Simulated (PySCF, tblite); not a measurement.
# C₆H₉Cl: a rotation path, then NMR shifts on frames

Aim: move C₆H₉Cl (`C=C(Cl)/C(C)=C/C`) away from its starting geometry and see how NMR shifts follow the geometry.

Computed with tblite 0.8.0 and PySCF 2.14.0, with density-fitted response routines of our own, on a single molecule in the gas phase. Atoms count from 0, in the outputs and in this text.

## (1) The starting structure

16 atoms, charge 0, multiplicity 1; geometry from: GFN2-xTB.

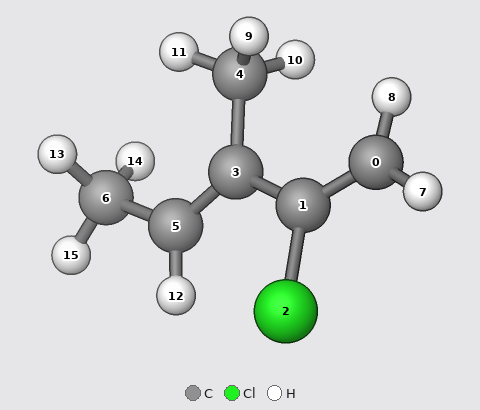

As it starts; carbon grey, chlorine green, hydrogen white, atoms numbered.

## (2) The rotation path with GFN2-xTB

Job settings and geometry (Å):

```
{"job": {"kind": "neb", "xc": "GFN2-xTB", "basis": "xTB", "atoms": [2, 1, 3, 4], "turn": 180}, "charge": 0, "multiplicity": 1}
C     -2.468403    -0.355151     0.818128
C     -1.497320    -0.669048    -0.033991
Cl    -1.833988    -1.902219    -1.216848
C     -0.162405    -0.075307    -0.071204
C      0.012497     1.188932     0.723658
C      0.841176    -0.638563    -0.751466
C      2.239724    -0.117446    -0.816240
H     -3.426407    -0.842017     0.783017
H     -2.328727     0.385222     1.583763
H     -0.821306     1.864402     0.547274
H      0.053504     0.964872     1.788830
H      0.930753     1.694462     0.443954
H      0.654566    -1.547810    -1.303761
H      2.272973     0.829073    -1.357409
H      2.641254     0.054012     0.181733
H      2.884509    -0.824470    -1.330848
```

With the program's defaults for keys left out, this is: GFN2-xTB climbing-image nudged elastic band, gas phase.

On the command line:

```
OMP_NUM_THREADS=1 python probes_run.py task.json out
```

This one command runs all jobs of the session in turn.

Log:

```text
image   E - E0 / eV
  0       0.0000
  1       0.0134
  2       0.0382
  3       0.0617
  4       0.0948
  5       0.1178
  6       0.1048
  7       0.0642
  8       0.0334
```

Wall time 12 s (1 thread of Intel Xeon at 2.50GHz, shared host); peak memory 0.18 GiB.

The final band, with the dihedral Cl2–C1–C3–C4:

| image | dihedral (°) | energy (eV) | energy (kcal/mol) |
| --- | --- | --- | --- |
| 0 | 166 | 0.000 | 0.0 |
| 1 | 186 | 0.013 | 0.3 |
| 2 | 204 | 0.038 | 0.9 |
| 3 | 223 | 0.062 | 1.4 |
| 4 | 243 | 0.095 | 2.2 |
| 5 | 263 | 0.118 | 2.7 |
| 6 | 283 | 0.105 | 2.4 |
| 7 | 304 | 0.064 | 1.5 |
| 8 | 322 | 0.033 | 0.8 |

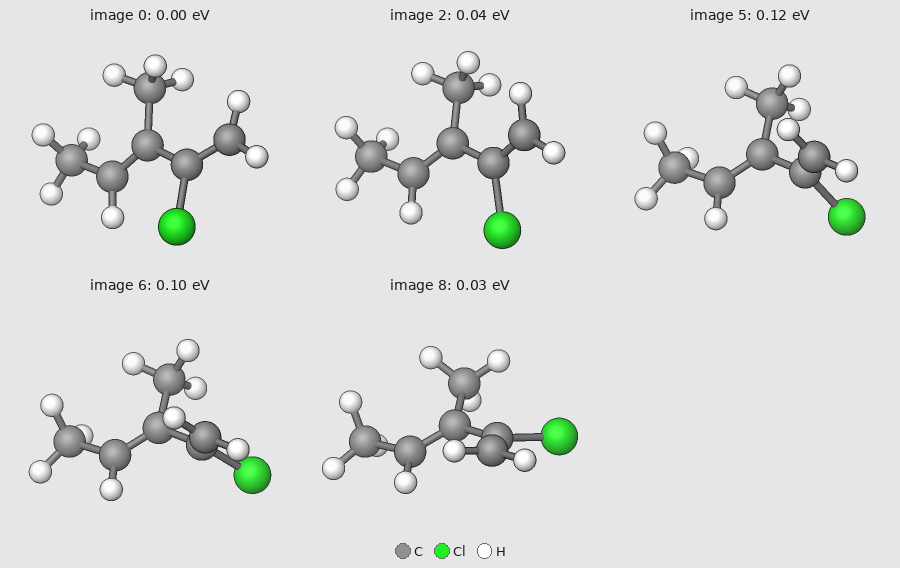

Images along the band.

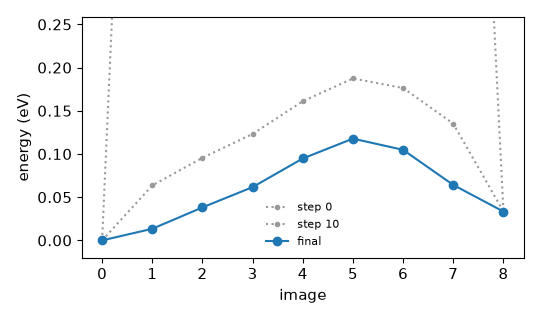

Energy along the band, early and final.

## (3) Shielding tensors: image 0, PBE0/pcSseg-1

Job settings and geometry (Å):

```
{"job": {"kind": "nmr", "xc": "PBE0", "basis": "pcSseg-1", "pop": false}, "charge": 0, "multiplicity": 1}
C     -2.468400    -0.355200     0.818100
C     -1.497300    -0.669000    -0.034000
Cl    -1.834000    -1.902200    -1.216800
C     -0.162400    -0.075300    -0.071200
C      0.012500     1.188900     0.723700
C      0.841200    -0.638600    -0.751500
C      2.239700    -0.117400    -0.816200
H     -3.426400    -0.842000     0.783000
H     -2.328700     0.385200     1.583800
H     -0.821300     1.864400     0.547300
H      0.053500     0.964900     1.788800
H      0.930800     1.694500     0.444000
H      0.654600    -1.547800    -1.303800
H      2.273000     0.829100    -1.357400
H      2.641300     0.054000     0.181700
H      2.884500    -0.824500    -1.330800
```

With the program's defaults for keys left out, this is: GIAO PBE0/pcSseg-1 NMR shielding, non-relativistic, gas phase.

Log:

```text
coarse grid: 13720 points
cycle   1  E = -693.6420151628  dE =  8.175e-01  |g| = 4.158e-01  |ddm| = 3.731e+00
cycle   2  E = -693.6329230013  dE =  9.092e-03  |g| = 4.765e-01  |ddm| = 7.298e-01
cycle   3  E = -693.6852187807  dE = -5.230e-02  |g| = 9.678e-02  |ddm| = 4.004e-01
cycle   4  E = -693.6874131480  dE = -2.194e-03  |g| = 3.319e-02  |ddm| = 1.340e-01
cycle   5  E = -693.6876806892  dE = -2.675e-04  |g| = 8.556e-03  |ddm| = 4.629e-02
cycle   6  E = -693.6876984081  dE = -1.772e-05  |g| = 1.938e-03  |ddm| = 1.178e-02
cycle   7  E = -693.6876989615  dE = -5.535e-07  |g| = 9.982e-04  |ddm| = 2.290e-03
final grid: 127344 points
cycle   8  E = -693.7299536570  dE = -5.480e-05  |g| = 8.507e-03  |ddm| = 4.439e-02
cycle   9  E = -693.7299487001  dE =  4.957e-06  |g| = 9.361e-03  |ddm| = 1.834e-02
cycle  10  E = -693.7299715171  dE = -2.282e-05  |g| = 1.636e-03  |ddm| = 1.107e-02
cycle  11  E = -693.7299721284  dE = -6.113e-07  |g| = 4.852e-04  |ddm| = 1.887e-03
cycle  12  E = -693.7299721879  dE = -5.959e-08  |g| = 9.286e-05  |ddm| = 5.682e-04
cycle  13  E = -693.7299721899  dE = -1.981e-09  |g| = 3.021e-05  |ddm| = 1.529e-04
cycle  14  E = -693.7299721901  dE = -1.839e-10  |g| = 1.286e-05  |ddm| = 3.764e-05
converged SCF energy = -693.7299721901

GIAO shielding tensors (ppm)
atom      isotropic    diamagn.    paramagn.     s11        s22        s33       span
  0 C       72.131     253.154    -181.022    -23.215     84.902    154.707    177.922
  1 C       32.524     253.612    -221.087    -73.122     68.478    102.216    175.338
  2 Cl     722.481    1147.573    -425.092    518.558    653.919    994.965    476.408
  3 C       47.124     259.272    -212.149    -60.238     53.290    148.319    208.556
  4 C      170.483     248.289     -77.806    158.751    169.831    182.868     24.117
  5 C       49.566     254.700    -205.135    -50.390     40.493    158.593    208.983
  6 C      170.986     248.032     -77.046    157.994    171.125    183.839     25.845
  7 H       26.226      29.175      -2.949     23.408     24.255     31.016      7.609
  8 H       26.349      32.188      -5.839     23.641     24.406     31.001      7.360
  9 H       30.048      30.804      -0.756     25.636     29.053     35.454      9.818
 10 H       29.907      30.580      -0.673     26.023     27.540     36.159     10.137
 11 H       29.581      31.517      -1.936     24.380     30.140     34.224      9.845
 12 H       25.021      33.116      -8.095     20.539     22.867     31.658     11.118
 13 H       29.744      29.385       0.359     25.398     28.201     35.634     10.236
 14 H       29.792      30.063      -0.271     25.035     29.104     35.238     10.203
 15 H       29.791      28.062       1.728     25.223     28.191     35.958     10.735
```

Wall time 79 s (1 thread of Intel Xeon at 2.50GHz, shared host); peak memory 0.77 GiB.

Shifts follow as δ = σ(reference) − σ, with reference shieldings (ppm) from runs at the same level and on the same kind of geometry: 1H TMS 31.72, 13C TMS 186.9, 35Cl HCl 950. The references are single molecules in the gas phase. Each atom is listed at this fixed geometry, with no averaging over motion; a spectrum would average atoms that exchange fast.

| atoms | environment | σ (ppm) | δ (ppm) |
| --- | --- | --- | --- |
| C1 | fully substituted alkene carbon bonded to Cl | 32.5 | 154.4 |
| C3 | fully substituted alkene carbon | 47.1 | 139.8 |
| C5 | alkene CH | 49.6 | 137.4 |
| C0 | terminal =CH2 carbon | 72.1 | 114.8 |
| C4 | allylic methyl carbon | 170.5 | 16.4 |
| C6 | allylic methyl carbon | 171.0 | 15.9 |
| H12 | hydrogen on an alkene CH | 25.02 | 6.70 |
| H7 | hydrogen on a terminal =CH2 carbon | 26.23 | 5.49 |
| H8 | hydrogen on a terminal =CH2 carbon | 26.35 | 5.37 |
| H11 | hydrogen on an allylic methyl carbon | 29.58 | 2.14 |
| H13 | hydrogen on an allylic methyl carbon | 29.74 | 1.97 |
| H15 | hydrogen on an allylic methyl carbon | 29.79 | 1.93 |
| H14 | hydrogen on an allylic methyl carbon | 29.79 | 1.92 |
| H10 | hydrogen on an allylic methyl carbon | 29.91 | 1.81 |
| H9 | hydrogen on an allylic methyl carbon | 30.05 | 1.67 |
| Cl2 | chlorine bonded to C | 722 | 227 |

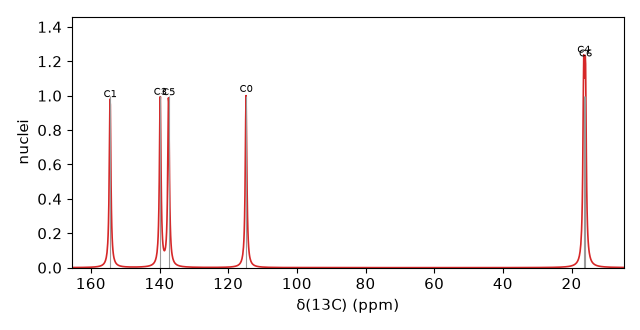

13C lines at the computed shifts, without couplings. Lines are broadened to a width of 0.55 ppm (Lorentzian).

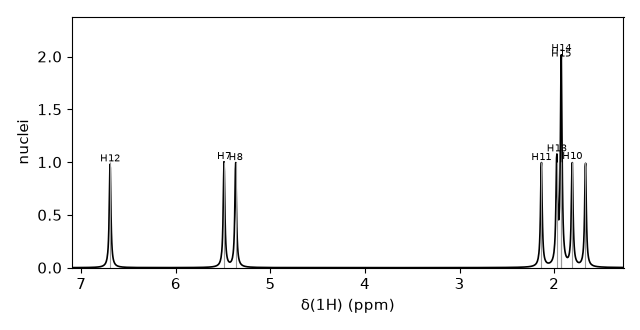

1H lines at the computed shifts, without couplings. Lines are broadened to a width of 0.02 ppm (Lorentzian).

The fields below are evaluated on a grid from the run's orbitals.

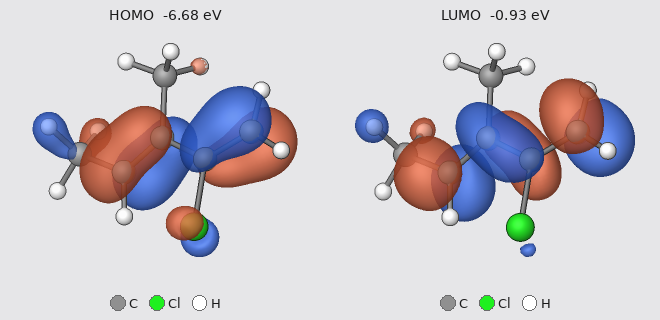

PBE0/pcSseg-1 orbitals near the gap, drawn at the value that encloses 70 % of each; the two colours are the two signs.

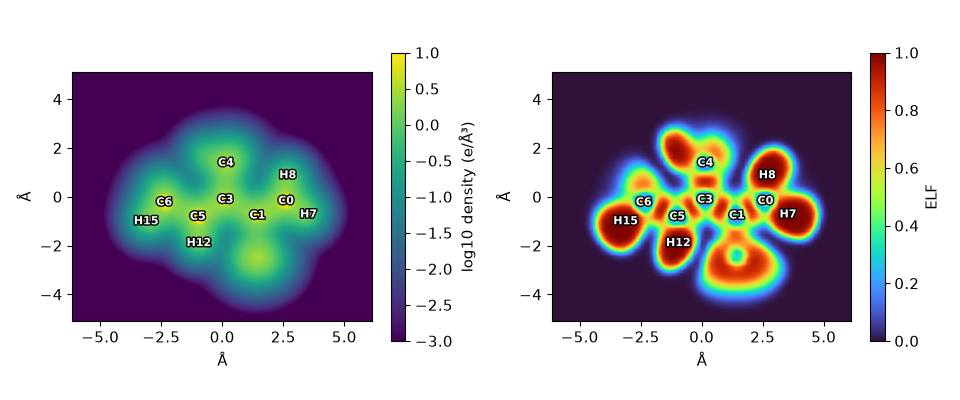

Density (left) and ELF (right) in a plane through or near 10 of the atoms.

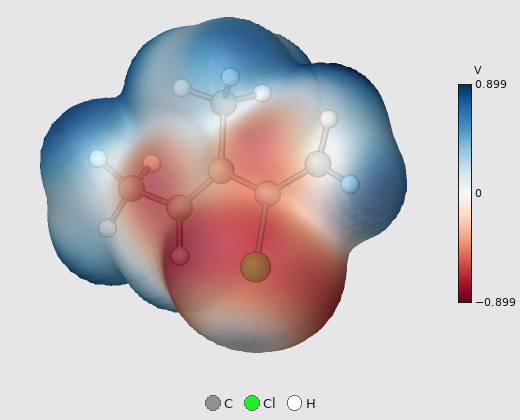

The potential that a unit positive charge feels on the 0.002 e/bohr³ surface, from -0.73 V near Cl2 to 0.90 V near H8.

## (4) Nuclear shieldings: image 2, PBE0/pcSseg-1

Job settings and geometry (Å):

```
{"job": {"kind": "nmr", "xc": "PBE0", "basis": "pcSseg-1", "pop": false}, "charge": 0, "multiplicity": 1}
C     -2.574500    -0.175300     0.531800
C     -1.457800    -0.744700     0.093200
Cl    -1.551600    -2.406900    -0.421600
C     -0.134100    -0.125000     0.011600
C      0.106400     1.037600     0.933500
C      0.808400    -0.589000    -0.814600
C      2.191100    -0.033900    -0.931600
H     -3.504800    -0.712400     0.570900
H     -2.598700     0.851700     0.845700
H     -0.730200     1.729500     0.917000
H      0.225100     0.679100     1.955400
H      1.000500     1.579600     0.646800
H      0.572900    -1.418600    -1.465500
H      2.171000     0.965600    -1.368200
H      2.660900     0.037600     0.048600
H      2.807800    -0.666000    -1.564300
```

With the program's defaults for keys left out, this is: GIAO PBE0/pcSseg-1 NMR shielding, non-relativistic, gas phase.

Log:

```text
coarse grid: 13720 points
cycle   1  E = -693.6402068525  dE =  8.190e-01  |g| = 4.184e-01  |ddm| = 3.711e+00
cycle   2  E = -693.6305242341  dE =  9.683e-03  |g| = 4.818e-01  |ddm| = 7.360e-01
cycle   3  E = -693.6838653019  dE = -5.334e-02  |g| = 9.902e-02  |ddm| = 4.126e-01
cycle   4  E = -693.6861679889  dE = -2.303e-03  |g| = 3.360e-02  |ddm| = 1.361e-01
cycle   5  E = -693.6864405476  dE = -2.726e-04  |g| = 8.768e-03  |ddm| = 4.641e-02
cycle   6  E = -693.6864587623  dE = -1.821e-05  |g| = 2.244e-03  |ddm| = 1.202e-02
cycle   7  E = -693.6864595316  dE = -7.694e-07  |g| = 1.205e-03  |ddm| = 2.771e-03
final grid: 127344 points
cycle   8  E = -693.7282128299  dE = -4.329e-05  |g| = 8.502e-03  |ddm| = 3.447e-02
cycle   9  E = -693.7282064953  dE =  6.335e-06  |g| = 9.614e-03  |ddm| = 1.861e-02
cycle  10  E = -693.7282305660  dE = -2.407e-05  |g| = 1.792e-03  |ddm| = 1.124e-02
cycle  11  E = -693.7282313328  dE = -7.669e-07  |g| = 4.242e-04  |ddm| = 1.904e-03
cycle  12  E = -693.7282313775  dE = -4.470e-08  |g| = 8.272e-05  |ddm| = 5.353e-04
cycle  13  E = -693.7282313791  dE = -1.550e-09  |g| = 2.797e-05  |ddm| = 1.340e-04
cycle  14  E = -693.7282313792  dE = -1.539e-10  |g| = 1.192e-05  |ddm| = 3.580e-05
converged SCF energy = -693.7282313792

GIAO shielding tensors (ppm)
atom      isotropic    diamagn.    paramagn.     s11        s22        s33       span
  0 C       71.944     253.145    -181.201    -26.155     85.648    156.340    182.496
  1 C       32.971     253.769    -220.798    -72.972     68.371    103.514    176.487
  2 Cl     698.775    1147.457    -448.682    508.452    597.376    990.496    482.044
  3 C       45.751     259.101    -213.350    -62.343     52.781    146.813    209.157
  4 C      170.573     247.843     -77.270    158.547    170.938    182.234     23.687
  5 C       49.470     254.343    -204.873    -53.739     43.128    159.022    212.761
  6 C      170.767     248.019     -77.253    158.185    170.632    183.483     25.299
  7 H       26.150      29.266      -3.117     23.203     24.273     30.973      7.769
  8 H       26.256      32.425      -6.168     23.456     24.429     30.884      7.427
  9 H       29.883      31.407      -1.524     24.692     29.563     35.393     10.702
 10 H       30.124      29.847       0.277     26.260     27.508     36.605     10.346
 11 H       29.649      31.671      -2.022     24.407     30.195     34.344      9.937
 12 H       25.108      33.044      -7.936     20.811     23.056     31.457     10.646
 13 H       29.740      29.502       0.238     25.145     28.255     35.820     10.675
 14 H       29.808      29.956      -0.148     25.346     29.090     34.989      9.643
 15 H       29.797      28.038       1.759     25.292     28.147     35.952     10.661
```

It took 57 s on 1 thread of Intel Xeon at 2.50GHz, shared host; peak memory 0.8 GiB.

In short: δ C1 154.0, C3 141.2, C5 137.5, C0 115.0, H12 6.61, H7 5.57 ppm.

[end of part 1 of 2]
